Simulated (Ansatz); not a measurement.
The parent structure is TiC in the rock salt structure (space group Fm-3m, No. 225; a = 4.293 Å; relaxed with 0.1 eV smearing).

Structures relaxed with DFT with PBEsol, PAW potentials and a 420 eV plane-wave cutoff in Ansatz (a program for electronic structure), scalar-relativistic without spin-orbit coupling.

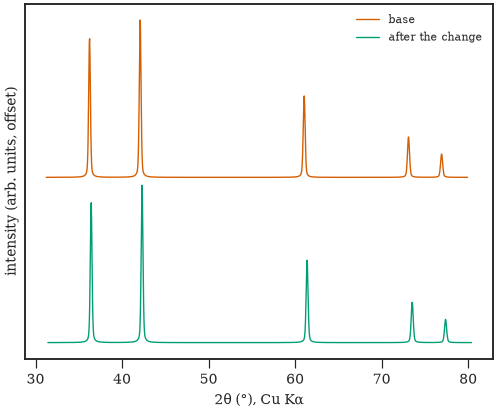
Figure. Simulated powder patterns before (top) and after one change

Question: What was done to the base?
(A) isotropic strain +2.00 %
(B) isotropic strain −3.00 %
(C) isotropic strain −0.50 %
(D) isotropic strain −2.00 %

Answer: C, isotropic strain −0.50 %. Its volume per atom is 9.74 Å³ against 9.89 Å³, and its space group is Fm-3m (No. 225).

Whether these cells are dynamically stable was not tested. All final runs are without spin polarisation.
